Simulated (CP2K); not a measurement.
# C3H6B2O (SMILES C=CB1OB1C): GFN0-xTB

Aim: the energy difference between two shapes of C3H6B2O at GFN0-xTB, from 2 runs. 

The calculation is run with CP2K 2026.2.

5 further runs of the same task are left out: 1 that didn't finish, 4 set aside as unsound or not needed.

## (1) The molecule

C3H6B2O has 12 atoms, charge 0, and is taken as a singlet. As SMILES, `C=CB1OB1C`. Geometry: a rough force-field guess. This is one conformer, not always the lowest.

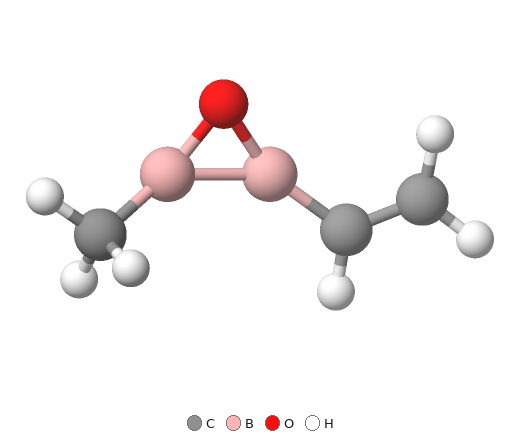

The structure, seen from a chosen angle (carbon grey, boron pink, oxygen red, hydrogen white).

## (2) Energy and forces at GFN0-xTB

Contents of gas.inp:

```
&GLOBAL
    PROJECT_NAME gas
    RUN_TYPE ENERGY_FORCE
    PRINT_LEVEL MEDIUM
&END
&FORCE_EVAL
    METHOD Quickstep
    &DFT
        &QS
            METHOD XTB
            EPS_DEFAULT 1.0E-10
            &XTB
                GFN_TYPE 0
                CHECK_ATOMIC_CHARGES F
            &END
        &END
        &POISSON
            PERIODIC NONE
            POISSON_SOLVER ANALYTIC
        &END
        &SCF
            SCF_GUESS ATOMIC
            EPS_SCF 1.0E-07
            MAX_SCF 150
            ADDED_MOS 4
            &DIAGONALIZATION
                ALGORITHM STANDARD
            &END
            &MIXING
                METHOD DIRECT_P_MIXING
                ALPHA 0.4
            &END
            &SMEAR ON
                METHOD FERMI_DIRAC
                ELECTRONIC_TEMPERATURE [K] 300
            &END
        &END
        &PRINT
            &MOMENTS
                PERIODIC F
                REFERENCE COM
                MAX_MOMENT 1
            &END
            &MO ON
                ENERGIES T
                OCCUPATION_NUMBERS T
                NDIGITS 6
                &EACH
                    QS_SCF 0
                &END
                ADD_LAST NUMERIC
            &END
            &HIRSHFELD OFF
            &END
        &END
    &END
    &SUBSYS
        &CELL
            ABC 17.9 15.5 15.9
            PERIODIC NONE
        &END
        &COORD
            C      6.828400     6.593350     9.049850
            C      7.884500     6.616950     8.295050
            B      9.080400     7.527550     8.633950
            O      9.770100     8.734850     9.199150
            B     10.440500     8.369550     7.991250
            C     11.084700     8.789650     6.616850
            H      6.720400     7.284350     9.913050
            H      5.980500     6.018150     8.767750
            H      7.952300     5.985050     7.472550
            H     11.499000     7.868050     6.153650
            H     10.299300     9.225450     5.986950
            H     11.919500     9.514950     6.802650
        &END
    &END
    &PRINT
        &FORCES ON
        &END
    &END
&END
```

Started as:

```console
OMP_NUM_THREADS=1 cp2k.psmp gas.inp > gas.out
```

The log of the run:

```text
CP2K| version string:                                       CP2K version 2026.2
[...]
 GLOBAL| Method name                                                        CP2K
[...]
 GLOBAL| Run type                                                   ENERGY_FORCE
[...]
                             - Atoms:                                         12
[...]
                             - Spherical basis functions:                     36
[...]
 Number of electrons:                                                         30
[...]
  Fermi energy:                                                -0.30800971728285
[...]
 TB_DIPOLE| Moment [Debye]         -0.26714785      -1.94374761      -0.51999199
 TB_DIPOLE| Derivative [a.u.]       0.00000000       0.00000000       0.00000000
[...]
 ENERGY| Total FORCE_EVAL ( QS ) energy [hartree]            -15.457325383949176
 FORCES| Atomic forces [hartree/bohr]
 FORCES|   Atom     x               y               z               |f|
 FORCES|      1 -2.22520898E-02  2.01569180E-02  2.50575729E-02   3.91067616E-02
 FORCES|      2  3.77115571E-02  3.34419264E-02  3.05330829E-02   5.89304092E-02
 FORCES|      3  7.47520867E-02  4.97877451E-02 -3.51150937E-02   9.64352832E-02
 FORCES|      4 -1.59180589E-02 -2.54949238E-02 -1.58354275E-02   3.39725846E-02
 FORCES|      5 -6.99561117E-02 -4.08754355E-02  1.34211715E-02   8.21266500E-02
 FORCES|      6  1.83324339E-02  1.98175439E-03  2.14272253E-02   2.82689135E-02
 FORCES|      7  4.77684844E-04 -1.27636091E-02 -1.02867295E-02   1.63998385E-02
 FORCES|      8 -1.61192632E-02 -9.64562571E-03  1.76056322E-03   1.88671228E-02
 FORCES|      9  4.00522217E-03 -1.97130700E-02 -2.71641123E-02   3.38014191E-02
 FORCES|     10 -5.79217691E-03  1.56771761E-02  2.59271037E-03   1.69128741E-02
 FORCES|     11  8.88722262E-03 -2.83479998E-03  4.60160063E-03   1.04016126E-02
 FORCES|     12 -1.41285068E-02 -9.71805593E-03 -1.09925639E-02   2.03688924E-02
 FORCES| Sum     1.11022302E-16 -4.31946146E-16  0.00000000E+00
[...]
```

It took 0.2 s on 1 thread of Arm Neoverse V2, shared host.

## (3) The distorted shape at the same level

Contents of calc.inp:

```
&GLOBAL
  PROJECT_NAME calc
  RUN_TYPE ENERGY_FORCE
  PRINT_LEVEL MEDIUM
&END GLOBAL

&FORCE_EVAL
  METHOD Quickstep
  &DFT
    &QS
      METHOD XTB
      EPS_DEFAULT 1.0E-10
      &XTB
        GFN_TYPE 0
        CHECK_ATOMIC_CHARGES F
      &END XTB
    &END QS
    &POISSON
      PERIODIC NONE
      POISSON_SOLVER ANALYTIC
    &END POISSON
    &SCF
      SCF_GUESS ATOMIC
      EPS_SCF 1.0E-07
      MAX_SCF 150
      ADDED_MOS 4
      &DIAGONALIZATION
        ALGORITHM STANDARD
      &END DIAGONALIZATION
      &MIXING
        METHOD DIRECT_P_MIXING
        ALPHA 0.4
      &END MIXING
      &SMEAR ON
        METHOD FERMI_DIRAC
        ELECTRONIC_TEMPERATURE [K] 300
      &END SMEAR
    &END SCF
    &PRINT
      &MOMENTS
        PERIODIC F
        REFERENCE COM
        MAX_MOMENT 1
      &END MOMENTS
      &MO ON
        ENERGIES T
        OCCUPATION_NUMBERS T
        NDIGITS 6
        &EACH
          QS_SCF 0
        &END EACH
        ADD_LAST NUMERIC
      &END MO
      &HIRSHFELD OFF
      &END HIRSHFELD
    &END PRINT
  &END DFT
  &SUBSYS
    &CELL
      ABC 17.9 15.5 15.9
      PERIODIC NONE
    &END CELL
    &COORD
      C      6.808069     6.591976     9.056551
      C      7.901151     6.596652     8.276564
      B      9.111131     7.505422     8.626648
      O      9.783063     8.694224     9.236916
      B     10.441256     8.355172     7.996256
      C     11.104395     8.814010     6.614215
      H      6.739855     7.261218     9.895764
      H      5.994992     5.994350     8.761333
      H      7.962005     5.991530     7.463283
      H     11.479694     7.838062     6.139271
      H     10.293203     9.201124     6.004236
      H     11.905008     9.508470     6.799601
    &END COORD
  &END SUBSYS
  &PRINT
    &FORCES ON
    &END FORCES
  &END PRINT
&END FORCE_EVAL
```

Started as:

```console
OMP_NUM_THREADS=1 cp2k.psmp -i calc.inp > calc.out 2>&1
```

The log of the run:

```text
CP2K| version string:                                       CP2K version 2026.2
[...]
 GLOBAL| Method name                                                        CP2K
[...]
 GLOBAL| Run type                                                   ENERGY_FORCE
[...]
                             - Atoms:                                         12
[...]
                             - Spherical basis functions:                     36
[...]
 Number of electrons:                                                         30
[...]
  Fermi energy:                                                -0.31336549112146
[...]
 TB_DIPOLE| Moment [Debye]         -0.27639842      -1.82863733      -0.55289245
 TB_DIPOLE| Derivative [a.u.]       0.00000000       0.00000000       0.00000000
[...]
 ENERGY| Total FORCE_EVAL ( QS ) energy [hartree]            -15.457055886374194
 FORCES| Atomic forces [hartree/bohr]
 FORCES|   Atom     x               y               z               |f|
 FORCES|      1  2.93698663E-02  1.01024844E-02 -1.67140355E-02   3.52705007E-02
 FORCES|      2  5.85717903E-03  5.14049819E-02  7.63312064E-02   9.22129697E-02
 FORCES|      3  6.30903530E-02  4.48829065E-02 -3.48350734E-02   8.49020039E-02
 FORCES|      4 -1.11178641E-02 -2.68672983E-02 -2.42075594E-02   3.78347004E-02
 FORCES|      5 -6.49618680E-02 -3.42938348E-02  1.10575359E-02   7.42858028E-02
 FORCES|      6 -2.31072594E-03 -3.93046193E-02  2.51364458E-02   4.67122410E-02
 FORCES|      7 -3.53157536E-03 -1.01781688E-03  4.82858082E-03   6.06820966E-03
 FORCES|      8 -2.32833675E-02 -1.16502906E-02  4.54268952E-04   2.60394093E-02
 FORCES|      9  3.76817281E-03 -3.31658687E-02 -4.36176641E-02   5.49242623E-02
 FORCES|     10 -6.42660423E-03  3.17440980E-02  1.00149427E-02   3.39011516E-02
 FORCES|     11  5.51767274E-03  3.29770639E-03  3.14754254E-04   6.43573229E-03
 FORCES|     12  4.02876130E-03  4.86755122E-03 -8.76340245E-03   1.08037584E-02
 FORCES| Sum    -1.16226473E-16 -2.19442520E-16 -4.89192020E-16
[...]
```

Run time: 0.2 s. Hardware: 1 thread of Arm Neoverse V2, shared host.

## (4) Outcome

Level: GFN0-xTB.

| quantity | value |
| --- | --- |
| first shape: total energy | -15.45733 Eh |
| first shape: dipole moment (from atomic charges alone) | 2.03 D |
| first shape: HOMO energy | -8.86 eV |
| first shape: LUMO energy | -7.90 eV |
| first shape: HOMO–LUMO gap | 0.97 eV |
| first shape: dispersion energy | -7.15 kJ/mol |
| first shape: largest force on an atom | 4.959 eV/Å |
| distorted shape: total energy | -15.45706 Eh |
| distorted shape: dipole moment (from atomic charges alone) | 1.93 D |
| distorted shape: HOMO energy | -9.00 eV |
| distorted shape: LUMO energy | -8.06 eV |
| distorted shape: HOMO–LUMO gap | 0.94 eV |
| distorted shape: dispersion energy | -7.13 kJ/mol |
| distorted shape: largest force on an atom | 4.742 eV/Å |
| energy change with the atoms displaced | 0.007 eV |

What this shows: With the atoms displaced the energy rises by 0.01 eV (0.7 kJ/mol). The first shape isn't relaxed at this level, so the change isn't measured from a minimum. The largest force (first shape) is 4.96 eV/Å: the shape isn't a stationary point for this species at this level. The dipole (first shape) comes from point charges on the atoms alone, without atomic dipoles, so it is partial. The dipole (distorted shape) comes from point charges on the atoms alone, without atomic dipoles, so it is partial.
